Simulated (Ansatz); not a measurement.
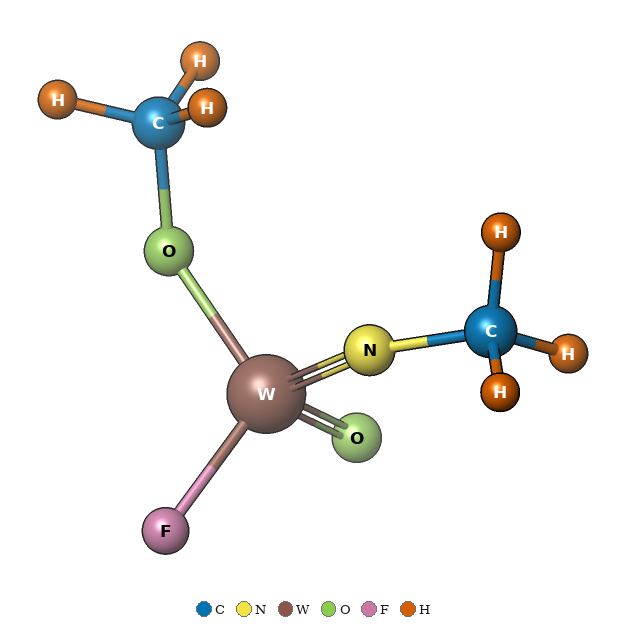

Distant atoms are faded towards the background colour. Charge 0, singlet. The computed structure is the end point of a PBE0-D4/def2-TZVP optimisation.

Which symmetry elements does this geometry have?

It has no symmetry element but the identity, so the point group is C1. The group has 1 operation. The geometry is chiral, and symmetry allows a dipole moment.
